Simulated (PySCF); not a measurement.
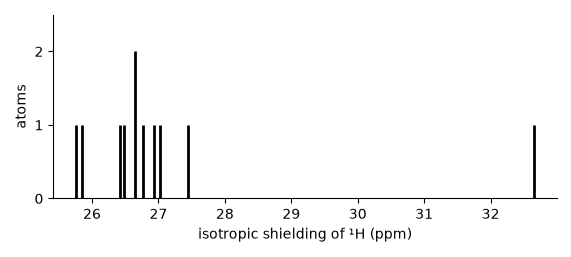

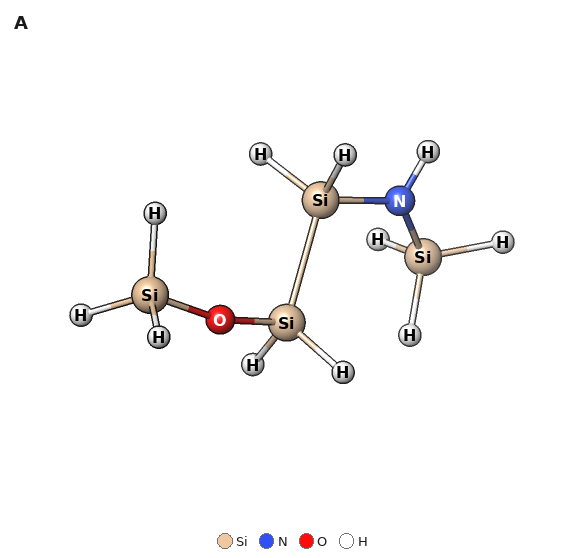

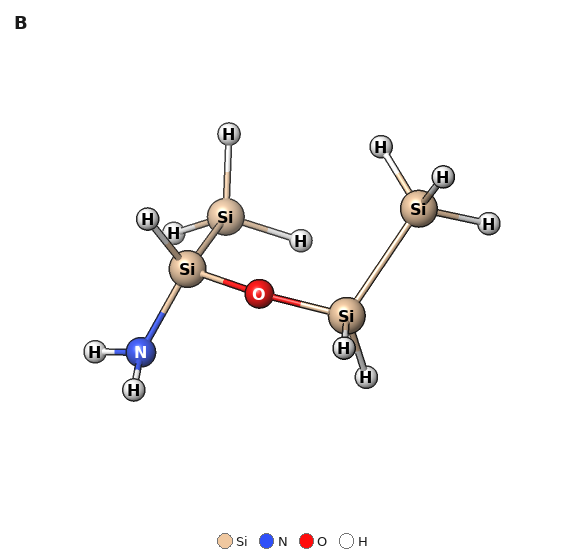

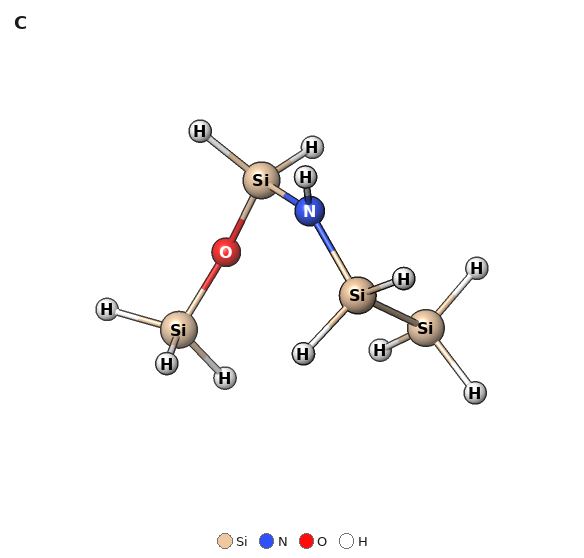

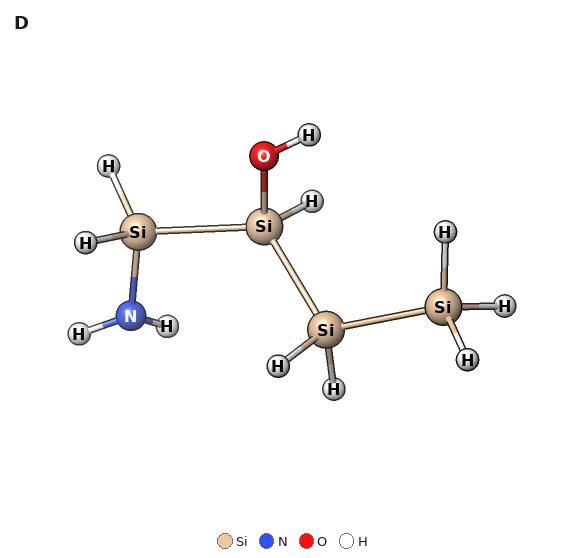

The sticks are computed shieldings of one of the molecules, for one fixed geometry (GFN2-xTB) without averaging over rotations. Low shielding means a high chemical shift. Method: GIAO PBE0/pcSseg-1 NMR shielding, non-relativistic, gas phase (PySCF 2.14.0).

Which molecule gives this pattern?

A, `[SiH3]N[SiH2][SiH2]O[SiH3]`. Its 11 H atoms give lines at 25.76, 25.86, 26.41, 26.49, 26.65 (2 atoms), 26.77, 26.94, 27.02, 27.45, 32.65 ppm.

The geometry is semi-empirical. Around Si such bond lengths and angles can be off by a tenth of an ångström or more and by several degrees, and values that hang on the shape move with them.
